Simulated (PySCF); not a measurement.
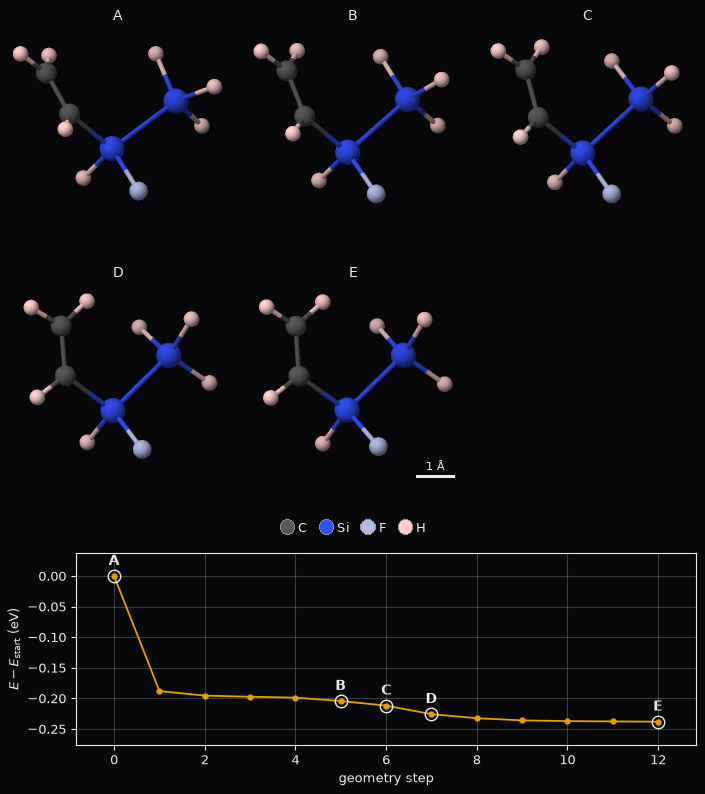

Frames of a relaxation of C$_{2}$H$_{7}$FSi$_{2}$, marked on the history of the run. Style: ball-and-stick. Shown at a tilt.

The start comes from GFN2-xTB. Its atoms were then displaced at random by about 0.01 Å.

Level of theory: PySCF 2.14.0, density-fitted response routines, PBE0-D3(BJ)/def2-SVP geometry optimisation, gas phase. 

**Describe the path.**

An H atom moves most after the best rigid fit: 1.28 Å. Largest moves by element: H 1.28 Å, C 0.46 Å, Si 0.24 Å, F 0.18 Å. Some distances before and after: H–Si 1.436 → 1.495 Å, C–C 1.300 → 1.339 Å, C–H 1.064 → 1.099 Å, H–Si 1.461 → 1.494 Å. Among the angles between lasting bonds that change: Si–Si–H 116.8° → 111.3°, C–Si–F 105.1° → 109.1°, F–Si–H 102.3° → 106.0°. Groups turn about C–Si by about 50°, Si–Si by about 20°. After 12 geometry steps the energy has fallen by 0.238 eV. From step 0 to 5: an H atom moves most (0.38 Å), energy −0.204 eV. From step 5 to 6: an H atom moves most (0.32 Å), energy −0.008 eV. From step 6 to 7: an H atom moves most (0.60 Å), energy −0.014 eV. From step 7 to 12: an H atom moves most (0.11 Å), energy −0.012 eV.
